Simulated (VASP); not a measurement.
Band structure of MgF2 (rutile). All values below come from PBE GGA with D3 dispersion (zero damping), VASP's PBE PAW potentials (set 64) (plane waves; VASP).

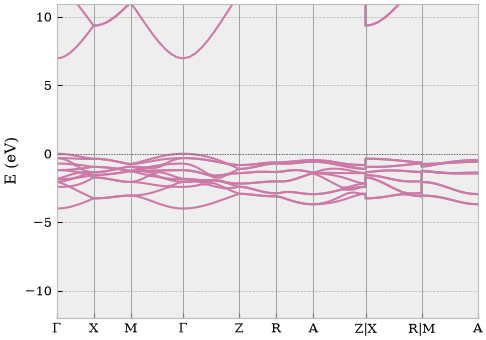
Bands along high-symmetry lines, zero at the valence-band maximum or, without a gap, the Fermi level

Q: Read the plot: is there a gap, and where are the band edges?

A: The gap is direct, 6.96 eV, from the valence maximum at Γ to the conduction minimum at Γ. (Edges off the drawn lines would not show.)

Measured: gap 12.40 eV (computed value off by -5.44 eV), as given by Andrés Aguado et al., Journal of the Physical Society of Japan (1999), arXiv:cond-mat/9901145.

The compound is MgF2 in the rutile structure. It was relaxed first.
